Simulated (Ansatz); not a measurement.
ClHISi (SMILES Cl[SiH+]I) (charge +1)

Input

```
crystal:
  periodic: [false, false, false]
  atoms:
    - { symbol: Cl, position_ang: [-1.88239, -0.59154, -0.30072] }
    - { symbol: Si, position_ang: [-0.1222, 0.16318, -0.08146] }
    - { symbol: I, position_ang: [1.73885, -1.09144, 0.78255] }
    - { symbol: H, position_ang: [0.26575, 1.51979, -0.40038] }
total_charge: 1
basis:
  gaussian: { orbitals: def2-SVP }
hamiltonian:
  xc: hf
relax:
  f_tol: 0.02
  max_steps: 40
scf:
  lower_state_search: "off"
output:
  orbitals: {}
```

Launched as:

```sh
ansatz run input.yaml --threads 1 --pin off --max-ram 2048MiB --backend cpu --events-out ev --progress --plain --runs-dir out
```

The fields are those of the run's last geometry, not of the input's.

Core potentials replace the inner electrons of I.

Method: RHF/def2-SVP in Ansatz.

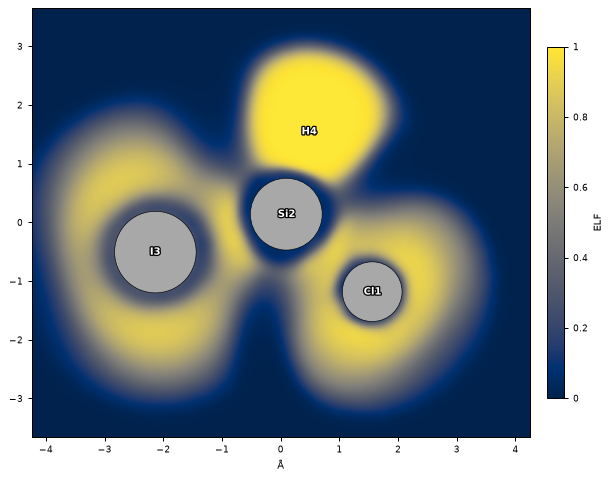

Figure 1. Electron localisation function on the molecular plane. Grey discs cover the atomic cores.

Q: Describe what can be read from this map.

A:
- Atoms in the plane: Cl, Si, I and H.
- Si–Cl (1.97 Å): the ELF peaks at about 0.90 between the atoms (a polar covalent bond).
- Si–I (2.32 Å): the ELF peaks at about 0.90 between the atoms (a covalent bond).
- Si–H (1.46 Å): the ELF climbs to about 1 towards the hydrogen, as it does in any bond to H.
- The ELF also peaks beside Cl1 and I3, away from the bonds: lone-pair regions.

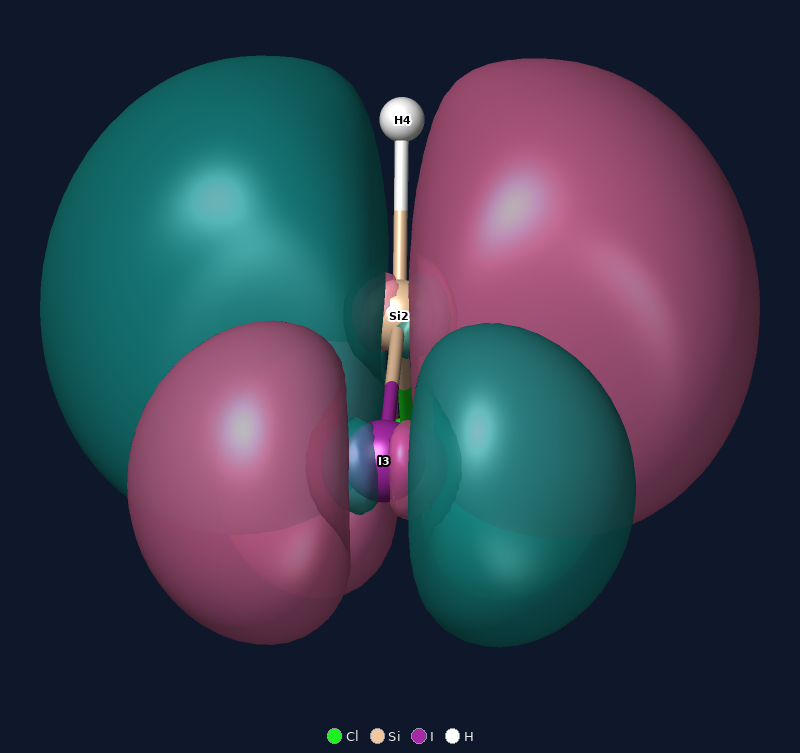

Figure 2. One frontier orbital at ±0.06 Å⁻³ᐟ² (teal and pink are the two phases), seen at an oblique angle.

Q: Which orbital is it: HOMO or LUMO?

A: The LUMO, at −5.59 eV. It lies mainly on Si2 (about 65 %), I3 (about 20 %) and Cl1 (about 10 %); it changes sign across the molecular plane (π type).

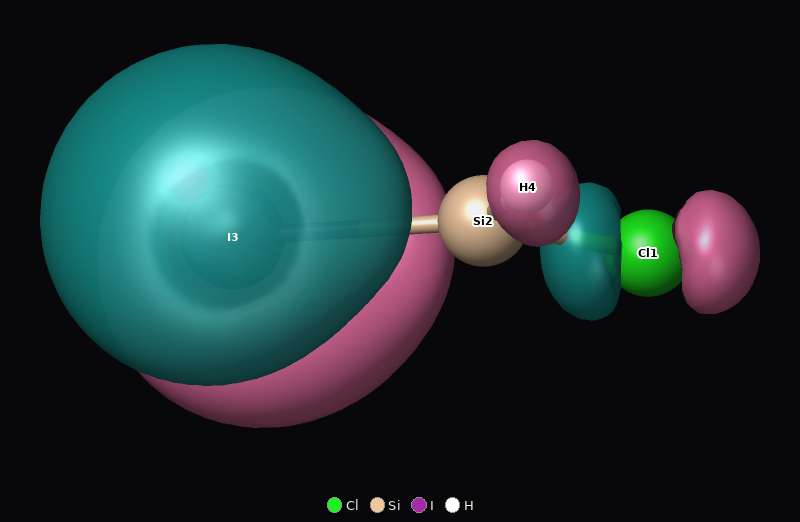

Figure 3. The HOMO at ±0.08 Å⁻³ᐟ² (teal and pink are the two phases), seen from one side.

Q: Describe this orbital and give its energy.

A: By Hirshfeld shares it lies mainly on I3 (about 90 %); it is symmetric in the molecular plane (an in-plane orbital: σ, lone-pair or in-plane π type); largely a lone pair of I3. Its energy is −16.35 eV.
